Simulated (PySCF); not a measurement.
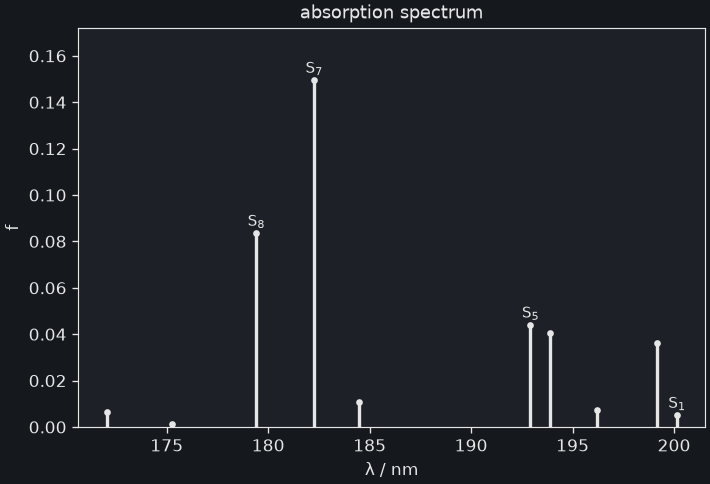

Computed absorption of C₃H₁₃PSi₃, SMILES C=C(C)[SiH2]P([SiH3])[SiH3]. Vertical TDDFT excitations, CAM-B3LYP/def2-SVPD, PySCF 2.14.0, at a PBE0-D3(BJ)/def2-SVP geometry (no frequency check), gas phase. Only the first 10 singlet excitations are included.

> Does any vertical transition fall in the visible?

No singlet lies below 3.1 eV (beyond 400 nm), so at this level no vertical transition falls in the visible.

> Where is the lowest singlet, and is it bright?

S1 lies at 6.19 eV (200 nm) with f = 0.005, mixed, the largest part being HOMO → LUMO+2 (29 %) (S2 lies within 0.06 eV, too close to order); it is weak.

> List the transitions behind the spectrum.

```tsv
state	E (eV)	λ (nm)	f	main character
S1	6.19	200	0.005	HOMO → LUMO+2 (29 %)
S2	6.23	199	0.036	HOMO → LUMO+1 (52 %)
S3	6.32	196	0.007	HOMO → LUMO+5 (37 %)
S4	6.40	194	0.041	HOMO → LUMO (32 %)
S5	6.43	193	0.044	HOMO → LUMO+3 (42 %)
S6	6.72	184	0.011	HOMO−2 → LUMO (50 %)
S7	6.80	182	0.149	HOMO−1 → LUMO (65 %)
S8	6.91	179	0.083	HOMO → LUMO+6 (55 %)
S9	7.07	175	0.001	HOMO−1 → LUMO+2 (77 %)
S10	7.21	172	0.007	HOMO → LUMO+4 (44 %)
```

Known limits of this run: one conformer of a flexible molecule; core orbitals are frozen in the response.
